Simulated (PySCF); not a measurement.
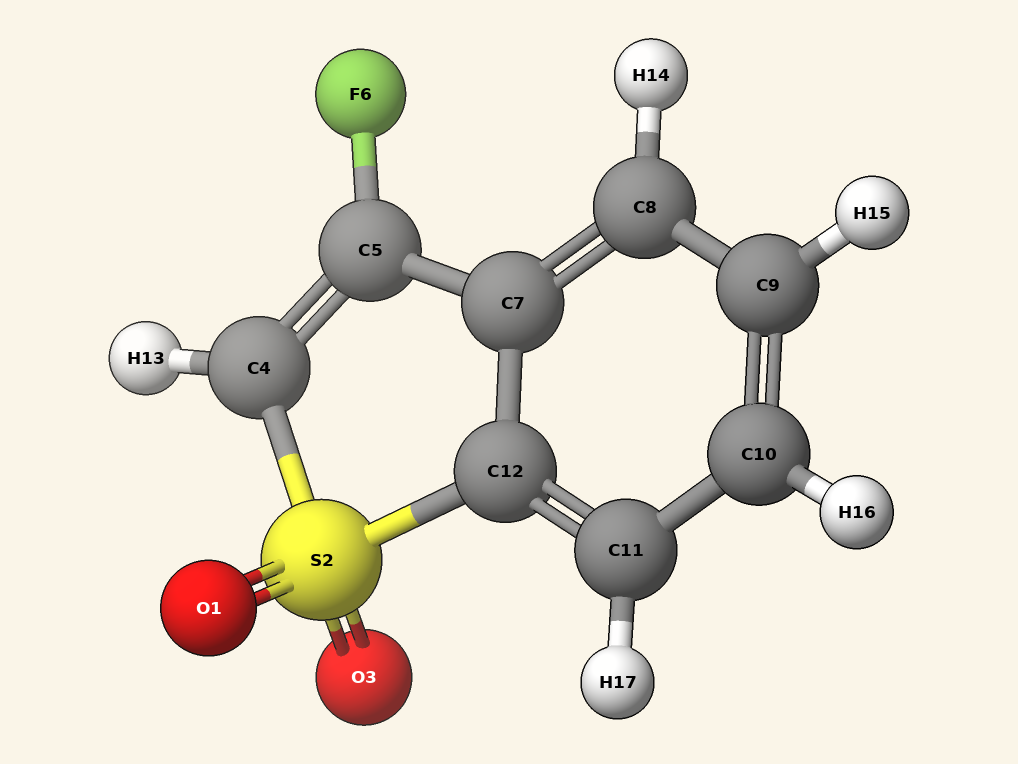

Computed geometry: PBE0-D3(BJ)/def2-SVP optimisation. No frequency run is at hand to confirm it as a minimum. Electric field gradients from the ground-state density, PBE0/pcSseg-1 in dimethylsulfoxide (IEF-PCM) (PySCF 2.14.0), non-relativistic apart from any core potentials.

Give the largest field-gradient component, the quadrupole coupling constant and the asymmetry for 17O at O1 (Q = −25.6 mb), 33S at S2 (Q = −67.81 mb), 17O at O3 (Q = −25.6 mb), 2H at H13 (Q = 2.86 mb), 2H at H14 (Q = 2.86 mb).

```csv
atom,V_zz (a.u.),e²qQ/h (MHz),η
O1,1.445,−8.69,0.08
S2,−0.086,1.38,0.71
O3,1.445,−8.69,0.07
H13,0.307,0.206,0.09
H14,0.297,0.199,0.06
```
